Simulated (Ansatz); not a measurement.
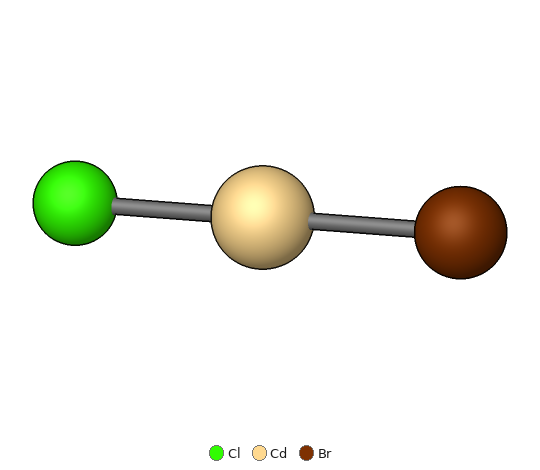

A ball-and-stick model of a molecule.

The computed structure is the end point of a PBE0-D4/def2-TZVP optimisation.

Question: Which formula does it have?

Answer: CdBrCl, 3 atoms: 1 cadmium, 1 bromine and 1 chlorine.

Question: Give a SMILES string for it.

Answer: [Cl][Cd][Br]

Question: Give the symmetry (Schoenflies symbol).

Answer: C∞v.

The parts below concern this one geometry. Atoms keep their numbers from picture to picture.

### Shape

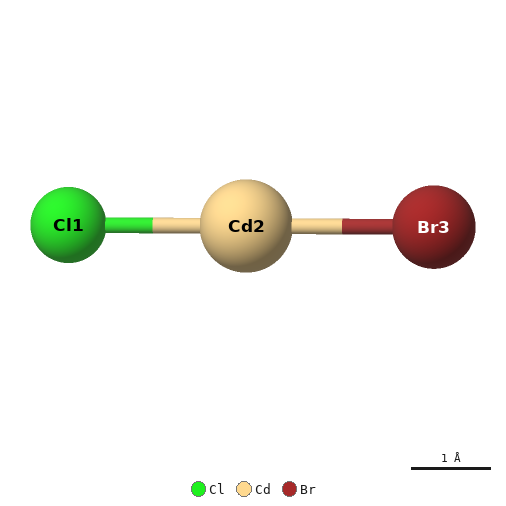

The atoms are numbered.

Which atoms are bonded, and how long are the bonds?

```csv
bond,length (Å)
Cl1–Cd2,2.269
Cd2–Br3,2.396
```

### Dipole moment

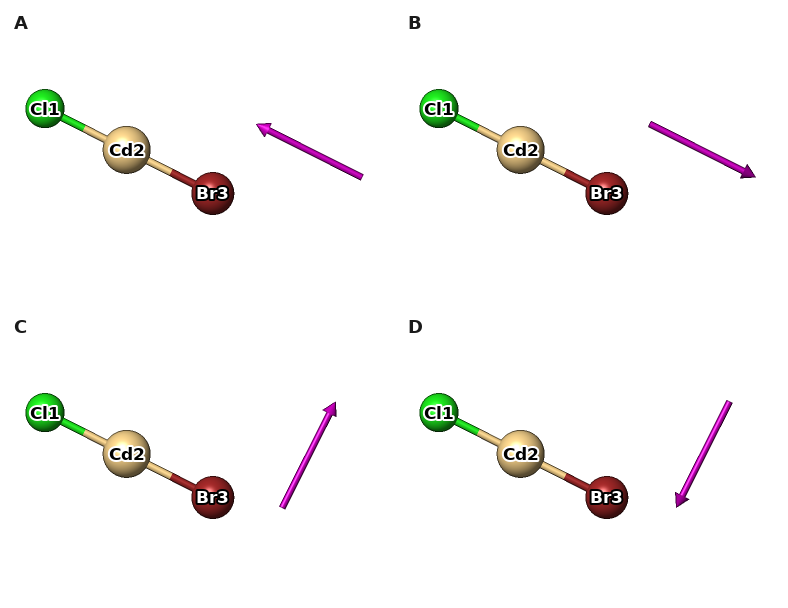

The same molecule four times, each with an arrow. Properties computed with RKS PBE0-D4/def2-TZVP, core potentials on Cd (Ansatz 0.2.0).

Question: Which arrow points along the dipole moment, from the negative to the positive end?

Answer: B. The dipole moment is 0.35 D; it points from the side of Cl1 to the side of Br3 (the outermost atoms at the two ends).

### Levels of theory compared

Program: Ansatz 0.2.0.

Compare HOMO–LUMO gap (eV) at these levels: B97M-V/def2-TZVPP; BLYP-D4/def2-TZVPP; HSE06 (plane-wave form)-D4/def2-TZVPP; PBE-D4/def2-TZVPP; PBE0-D4/def2-QZVPP; PBE0-D4/def2-SVP; PBE0-D4/def2-TZVPP; SPW92 (LDA)/def2-TZVPP; r2SCAN-D4/def2-TZVPP; ωB97M-V/def2-TZVPP; ωB97X-V/def2-TZVPP.

```tsv
level	HOMO–LUMO gap (eV)
B97M-V/def2-TZVPP	4.69
BLYP-D4/def2-TZVPP	4.04
HSE06 (plane-wave form)-D4/def2-TZVPP	5.54
PBE-D4/def2-TZVPP	4.17
PBE0-D4/def2-QZVPP	6.30
PBE0-D4/def2-SVP	6.26
PBE0-D4/def2-TZVPP	6.31
SPW92 (LDA)/def2-TZVPP	4.05
r2SCAN-D4/def2-TZVPP	4.71
ωB97M-V/def2-TZVPP	10.35
ωB97X-V/def2-TZVPP	10.66
```

### Charges

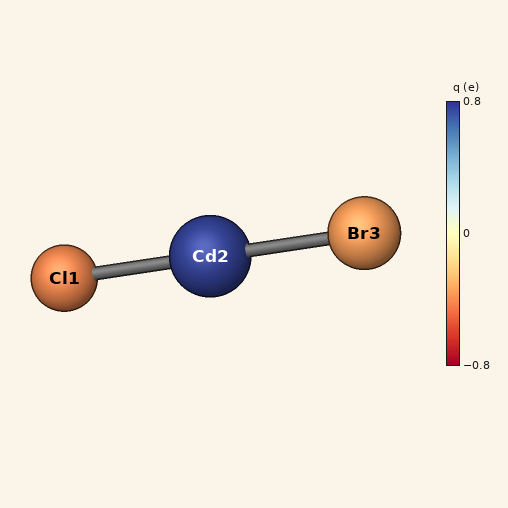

Atoms are coloured by their Mulliken charges. Properties computed with RKS r2SCAN-D4/def2-TZVPP, core potentials on Cd (Ansatz 0.2.0).

Give the Mulliken charges atom by atom.

```
atom  value (e)
 Cl1      −0.41
 Cd2       0.76
 Br3      −0.35
```

### Vibrations

Harmonic vibrations computed with RKS PBE0-D4/def2-TZVP, core potentials on Cd (Ansatz 0.2.0) at a stationary point of the same level.

Question: How many vibrational modes are there, and where do they lie?

Answer: 4 modes: 76, 76, 245, 393 cm⁻¹.

Mulliken values depend strongly on the basis set and can even reverse the polarity of a bond.
